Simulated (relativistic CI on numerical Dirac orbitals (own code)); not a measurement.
# Ga⁺: one ion under different settings

How much do the settings matter for Ga⁺? One ion, several inputs.

Method: Dirac-Coulomb-Breit CI, KLI orbitals optimised for each configuration, model QED (radiative potential, 1s self-energy scaled to tabulated hydrogen-like ionisation energies), numerical settings as typed. Code: relativistic CI on numerical Dirac orbitals (own code) version 3.

## (1) The atom as given

```
ion            : Ga⁺ (Ga II)
nuclear charge : 31
electrons      : 30
isotope        : A = 69
```

## (2) The usual input

Input settings:

```ini
atom Ga  Z=31  charge=1  electrons=30
nucleus A=69  rms_radius_fm=3.9973
hamiltonian dirac-coulomb  breit=on  qed=on  c_scale=1
orbitals kli  potential=per-configuration
slater_scale 1
correlation none
mixing on
grid step=0.0125 r_max=74.5
scf mixing=0.4 start=green max_iterations=150 tolerance=2e-08 node_fill=0.05
configurations
  [Ar] 3d10 4s2
  [Ar] 3d10 4s 4p
end
```

Launch:

```sh
$ python run_levels.py task.json out
```

One command runs all members of the session, one after another, from task.json.

Results of the run (chosen fields of its result record, rounded):

```text
{
  "status": "converged",
  "levels [i, E_cm, J2, conf, term, w_term, w_jj]": [
    [0, 0, 0, "4s2", "1S", 1, 1],
    [1, 36820.187, 0, "4s 4p", "3P*", 1, 1],
    [2, 37253.81, 2, "4s 4p", "3P*", 0.9998, 0.6801],
    [3, 38139.151, 4, "4s 4p", "3P*", 1, 1],
    [4, 70410.597, 2, "4s 4p", "1P*", 0.9998, 0.6801]
  ],
  "total_energy [Ha]": -1940.9235687,
  "n_levels_all": 5,
  "overlap": 2.72084e-12,
  "scf_iterations": [12, 12],
  "orbital_energies [Ha]": {"1s": -375.824, "2s": -46.7094, "2p1/2": -41.3785, "2p3/2": -40.3646, "3s": -5.927, "3p1/2": -4.19851, "3p3/2": -4.06703, "3d3/2": -1.1703, "3d5/2": -1.15343, "4s": -0.696712},
  "configurations [conf, odd, states, E_av_Ha, breit_Ha, qed_Ha]": [
    ["4s2", 0, 1, -1942.347264, 0.8512, 0.5725],
    ["4s 4p", 1, 12, -1942.137869, 0.8511, 0.5723]
  ],
  "scf_steps of the first configuration [iteration, E_Ha, residual, outer_eigenvalue_Ha]": [
    [1, -1933.561526, 1.91, -1.323],
    [2, -1941.992781, 0.419, -0.8792],
    [3, -1942.28643, 0.0779, -0.7413],
    [4, -1942.328288, 0.119, -0.7239],
    [5, -1942.347112, 0.00294, -0.696],
    [6, -1942.34692, 0.00315, -0.697],
    [7, -1942.34731, 0.000832, -0.6969],
    [8, -1942.347259, 4.68e-05, -0.6967],
    [9, -1942.347262, 2.12e-05, -0.6967],
    [10, -1942.347264, 3.5e-06, -0.6967],
    [11, -1942.347264, 1.42e-07, -0.6967],
    [12, -1942.347264, 8.07e-09, -0.6967]
  ]
}
```

Wall time 0.11 s (1 thread, shared host).

## (3) Nuclear radius 4.397

Changes to the settings of step 2:

```diff
@@ -1,3 +1,3 @@
 atom Ga  Z=31  charge=1  electrons=30
-nucleus A=69  rms_radius_fm=3.9973
+nucleus A=69  rms_radius_fm=4.3970
 hamiltonian dirac-coulomb  breit=on  qed=on  c_scale=1
```

Result record:

```text
{
  "status": "converged",
  "levels [i, E_cm, J2, conf, term, w_term]": [
    [0, 0, 0, "4s2", "1S", 1],
    [1, 36819.99, 0, "4s 4p", "3P*", 1],
    [2, 37253.613, 2, "4s 4p", "3P*", 0.9998],
    [3, 38138.953, 4, "4s 4p", "3P*", 1],
    [4, 70410.424, 2, "4s 4p", "1P*", 0.9998]
  ],
  "total_energy [Ha]": -1940.9214605,
  "n_levels_all": 5,
  "overlap": 2.72107e-12,
  "scf_iterations": [12, 12],
  "orbital_energies [Ha]": {"1s": -375.823, "2s": -46.7093, "2p1/2": -41.3785, "2p3/2": -40.3646, "3s": -5.92699, "3p1/2": -4.19852, "3p3/2": -4.06703, "3d3/2": -1.1703, "3d5/2": -1.15343, "4s": -0.696711},
  "configurations [conf, odd, states, E_av_Ha, breit_Ha, qed_Ha]": [
    ["4s2", 0, 1, -1942.345139, 0.8511, 0.5725],
    ["4s 4p", 1, 12, -1942.135746, 0.8511, 0.5722]
  ],
  "scf_steps of the first configuration [iteration, E_Ha, residual, outer_eigenvalue_Ha]": [
    [1, -1933.559416, 1.91, -1.323],
    [2, -1941.990658, 0.419, -0.8792],
    [3, -1942.284306, 0.0779, -0.7413],
    [4, -1942.326164, 0.119, -0.7239],
    [5, -1942.344988, 0.00294, -0.696],
    [6, -1942.344796, 0.00315, -0.697],
    [7, -1942.345186, 0.000832, -0.6969],
    [8, -1942.345134, 4.68e-05, -0.6967],
    [9, -1942.345138, 2.12e-05, -0.6967],
    [10, -1942.345139, 3.5e-06, -0.6967],
    [11, -1942.345139, 1.42e-07, -0.6967],
    [12, -1942.345139, 8.07e-09, -0.6967]
  ]
}
```

Run time: 0.11 s. Hardware: 1 thread, shared host.

The changed nuclear radius is not that of the isotope named.

## (4) Start potential bare

Input settings:

```ini
atom Ga  Z=31  charge=1  electrons=30
nucleus A=69  rms_radius_fm=3.9973
hamiltonian dirac-coulomb  breit=on  qed=on  c_scale=1
orbitals kli  potential=per-configuration
slater_scale 1
correlation none
mixing on
grid step=0.0125 r_max=74.5
scf mixing=0.4 start=bare max_iterations=150 tolerance=2e-08 node_fill=0.05
configurations
  [Ar] 3d10 4s2
  [Ar] 3d10 4s 4p
end
```

Result record:

```text
{
  "status": "converged",
  "levels [i, E_cm, J2, conf, term, w_term]": [
    [0, 0, 0, "4s2", "1S", 1],
    [1, 36820.187, 0, "4s 4p", "3P*", 1],
    [2, 37253.81, 2, "4s 4p", "3P*", 0.9998],
    [3, 38139.151, 4, "4s 4p", "3P*", 1],
    [4, 70410.597, 2, "4s 4p", "1P*", 0.9998]
  ],
  "total_energy [Ha]": -1940.9235687,
  "n_levels_all": 5,
  "overlap": 2.72151e-12,
  "scf_iterations": [22, 21],
  "orbital_energies [Ha]": {"1s": -375.824, "2s": -46.7094, "2p1/2": -41.3785, "2p3/2": -40.3646, "3s": -5.927, "3p1/2": -4.19851, "3p3/2": -4.06703, "3d3/2": -1.1703, "3d5/2": -1.15343, "4s": -0.696712},
  "configurations [conf, odd, states, E_av_Ha, breit_Ha, qed_Ha]": [
    ["4s2", 0, 1, -1942.347264, 0.8512, 0.5725],
    ["4s 4p", 1, 12, -1942.137869, 0.8511, 0.5723]
  ],
  "scf_steps of the first configuration [iteration, E_Ha, residual, outer_eigenvalue_Ha]": [
    [1, -1696.45784, 9.38, -30.35],
    [2, -1868.252758, 5.81, -14.67],
    [3, -1858.938392, 4.85, -0.9206],
    [4, -1868.765048, 4.46, -1.008],
    [5, -1913.747399, 2.45, -0.7964],
    [6, -1932.579291, 2.02, -0.7413],
    [7, -1940.400862, 0.958, -0.7007],
    [8, -1940.700651, 0.891, -0.7107],
    [9, -1942.309954, 0.206, -0.787],
    [10, -1942.333791, 0.0933, -0.7851],
    [11, -1942.341463, 0.0976, -0.7461],
    [12, -1942.323176, 0.106, -0.7024],
    [13, -1942.321308, 0.104, -0.6777],
    [14, -1942.343183, 0.0301, -0.6932],
    [15, -1942.347846, 0.00968, -0.6978],
    [16, -1942.347176, 0.000877, -0.6968],
    [17, -1942.347228, 0.000566, -0.6966],
    [18, -1942.347268, 5.65e-05, -0.6967],
    [19, -1942.347264, 3.23e-06, -0.6967],
    [20, -1942.347264, 8.73e-07, -0.6967],
    [21, -1942.347264, 1.3e-07, -0.6967],
    [22, -1942.347264, 1.06e-08, -0.6967]
  ]
}
```

Run time: 0.16 s. Hardware: 1 thread, shared host.

## (5) QED terms off

Input settings:

```ini
atom Ga  Z=31  charge=1  electrons=30
nucleus A=69  rms_radius_fm=3.9973
hamiltonian dirac-coulomb  breit=on  qed=off  c_scale=1
orbitals kli  potential=per-configuration
slater_scale 1
correlation none
mixing on
grid step=0.0125 r_max=74.5
scf mixing=0.4 start=green max_iterations=150 tolerance=2e-08 node_fill=0.05
configurations
  [Ar] 3d10 4s2
  [Ar] 3d10 4s 4p
end
```

Result record:

```text
{
  "status": "converged",
  "levels [i, E_cm, J2, conf, term, w_term]": [
    [0, 0, 0, "4s2", "1S", 1],
    [1, 36884.402, 0, "4s 4p", "3P*", 1],
    [2, 37317.082, 2, "4s 4p", "3P*", 0.9998],
    [3, 38200.417, 4, "4s 4p", "3P*", 1],
    [4, 70472.807, 2, "4s 4p", "1P*", 0.9998]
  ],
  "total_energy [Ha]": -1941.4961108,
  "n_levels_all": 5,
  "overlap": 2.72084e-12,
  "scf_iterations": [12, 12],
  "orbital_energies [Ha]": {"1s": -375.824, "2s": -46.7094, "2p1/2": -41.3785, "2p3/2": -40.3646, "3s": -5.927, "3p1/2": -4.19851, "3p3/2": -4.06703, "3d3/2": -1.1703, "3d5/2": -1.15343, "4s": -0.696712},
  "configurations [conf, odd, states, E_av_Ha, breit_Ha, qed_Ha]": [
    ["4s2", 0, 1, -1942.347264, 0.8512, 0],
    ["4s 4p", 1, 12, -1942.137869, 0.8511, 0]
  ],
  "scf_steps of the first configuration [iteration, E_Ha, residual, outer_eigenvalue_Ha]": [
    [1, -1933.561526, 1.91, -1.323],
    [2, -1941.992781, 0.419, -0.8792],
    [3, -1942.28643, 0.0779, -0.7413],
    [4, -1942.328288, 0.119, -0.7239],
    [5, -1942.347112, 0.00294, -0.696],
    [6, -1942.34692, 0.00315, -0.697],
    [7, -1942.34731, 0.000832, -0.6969],
    [8, -1942.347259, 4.68e-05, -0.6967],
    [9, -1942.347262, 2.12e-05, -0.6967],
    [10, -1942.347264, 3.5e-06, -0.6967],
    [11, -1942.347264, 1.42e-07, -0.6967],
    [12, -1942.347264, 8.07e-09, -0.6967]
  ]
}
```

Run time: 0.077 s. Hardware: 1 thread, shared host.

## (6) Start potential thomas-fermi, iteration limit 20

Input settings:

```ini
atom Ga  Z=31  charge=1  electrons=30
nucleus A=69  rms_radius_fm=3.9973
hamiltonian dirac-coulomb  breit=on  qed=on  c_scale=1
orbitals kli  potential=per-configuration
slater_scale 1
correlation none
mixing on
grid step=0.0125 r_max=74.5
scf mixing=0.4 start=thomas-fermi max_iterations=20 tolerance=2e-08 node_fill=0.05
configurations
  [Ar] 3d10 4s2
  [Ar] 3d10 4s 4p
end
```

Result record:

```text
{
  "status": "converged",
  "levels [i, E_cm, J2, conf, term, w_term]": [
    [0, 0, 0, "4s2", "1S", 1],
    [1, 36820.187, 0, "4s 4p", "3P*", 1],
    [2, 37253.81, 2, "4s 4p", "3P*", 0.9998],
    [3, 38139.151, 4, "4s 4p", "3P*", 1],
    [4, 70410.597, 2, "4s 4p", "1P*", 0.9998]
  ],
  "total_energy [Ha]": -1940.9235687,
  "n_levels_all": 5,
  "overlap": 2.72228e-12,
  "scf_iterations": [11, 11],
  "orbital_energies [Ha]": {"1s": -375.824, "2s": -46.7094, "2p1/2": -41.3785, "2p3/2": -40.3646, "3s": -5.927, "3p1/2": -4.19851, "3p3/2": -4.06703, "3d3/2": -1.1703, "3d5/2": -1.15343, "4s": -0.696712},
  "configurations [conf, odd, states, E_av_Ha, breit_Ha, qed_Ha]": [
    ["4s2", 0, 1, -1942.347264, 0.8512, 0.5725],
    ["4s 4p", 1, 12, -1942.137869, 0.8511, 0.5723]
  ],
  "scf_steps of the first configuration [iteration, E_Ha, residual, outer_eigenvalue_Ha]": [
    [1, -1941.7949, 0.474, -0.615],
    [2, -1942.248892, 0.209, -0.6621],
    [3, -1942.330252, 0.0898, -0.6781],
    [4, -1942.346737, 0.00702, -0.6935],
    [5, -1942.347336, 0.00217, -0.6977],
    [6, -1942.347076, 0.00241, -0.6963],
    [7, -1942.347268, 4.29e-05, -0.6967],
    [8, -1942.347259, 4.13e-05, -0.6967],
    [9, -1942.347264, 1.63e-06, -0.6967],
    [10, -1942.347264, 8.21e-08, -0.6967],
    [11, -1942.347264, 1.63e-09, -0.6967]
  ]
}
```

Wall time 0.1 s (1 thread, shared host).

## (7) Tolerance 0.01

Changes to the settings of step 6:

```diff
@@ -8,3 +8,3 @@
 grid step=0.0125 r_max=74.5
-scf mixing=0.4 start=thomas-fermi max_iterations=20 tolerance=2e-08 node_fill=0.05
+scf mixing=0.4 start=green max_iterations=81 tolerance=0.01 node_fill=0.05
 configurations
```

Result record:

```text
{
  "status": "converged",
  "levels [i, E_cm, J2, conf, term, w_term]": [
    [0, 0, 0, "4s2", "1S", 1],
    [1, 36847.548, 0, "4s 4p", "3P*", 1],
    [2, 37282.363, 2, "4s 4p", "3P*", 0.9998],
    [3, 38170.342, 4, "4s 4p", "3P*", 1],
    [4, 70415.485, 2, "4s 4p", "1P*", 0.9998]
  ],
  "total_energy [Ha]": -1940.9234181,
  "n_levels_all": 5,
  "overlap": 2.7114e-12,
  "scf_iterations": [5, 5],
  "orbital_energies [Ha]": {"1s": -375.829, "2s": -46.6921, "2p1/2": -41.3615, "2p3/2": -40.3476, "3s": -5.92353, "3p1/2": -4.19535, "3p3/2": -4.06378, "3d3/2": -1.16674, "3d5/2": -1.14989, "4s": -0.695998},
  "configurations [conf, odd, states, E_av_Ha, breit_Ha, qed_Ha]": [
    ["4s2", 0, 1, -1942.347112, 0.8512, 0.5725],
    ["4s 4p", 1, 12, -1942.137618, 0.8511, 0.5723]
  ],
  "scf_steps of the first configuration [iteration, E_Ha, residual, outer_eigenvalue_Ha]": [
    [1, -1933.561526, 1.91, -1.323],
    [2, -1941.992781, 0.419, -0.8792],
    [3, -1942.28643, 0.0779, -0.7413],
    [4, -1942.328288, 0.119, -0.7239],
    [5, -1942.347112, 0.00294, -0.696]
  ]
}
```

Run time: 0.082 s. Hardware: 1 thread, shared host.

A bad setting: its result is shown only for the comparison.

## (8) Comparison

| setting | total energy less usual (Ha) | largest shift of a level among the lowest eight of both runs, same label and place (cm⁻¹) | SCF iterations | time | lowest level | kind of change |
| --- | --- | --- | --- | --- | --- | --- |
| usual | 0 | 0 | 24 | 0.11 s | 4s2 1S0 | - |
| nuclear radius 4.397 | 0.00211 | 0.198 | 24 | 0.11 s | 4s2 1S0 | unphysical constant |
| start potential bare | 0 | 0 | 43 | 0.16 s | 4s2 1S0 | numerical |
| QED terms off | -0.573 | 64.2 | 24 | 0.077 s | 4s2 1S0 | model term |
| start potential thomas-fermi, iteration limit 20 | 0 | 0 | 22 | 0.1 s | 4s2 1S0 | numerical |
| tolerance 0.01 | 0.000151 | 31.2 | 10 | 0.082 s | 4s2 1S0 | unsound |

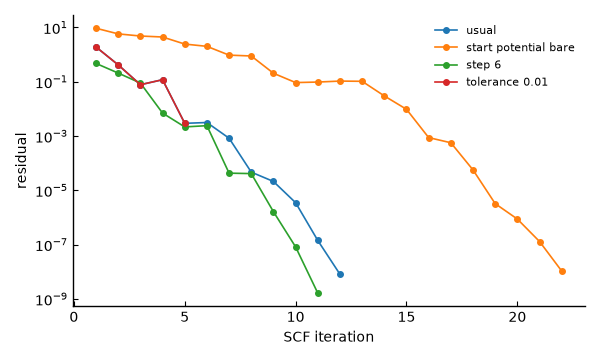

Residual of the first configuration's SCF.

## (9) Outcome

```
                    quantity          value
lowest level, usual settings        4s2 1S0
                total energy  -1940.9236 Ha
            first excitation     36820 cm⁻¹
```

What this shows: Among the runs whose levels can be followed, they move most under «QED terms off» (model term), by up to 64.2 cm⁻¹. No visible change in the result comes from «start potential bare» or «start potential thomas-fermi, iteration limit 20». «Start potential bare» costs 43 SCF iterations against 24. Only the listed configurations are in the model. In a near-neutral ion this small CI can misplace whole configurations by 10,000 cm⁻¹ or more.
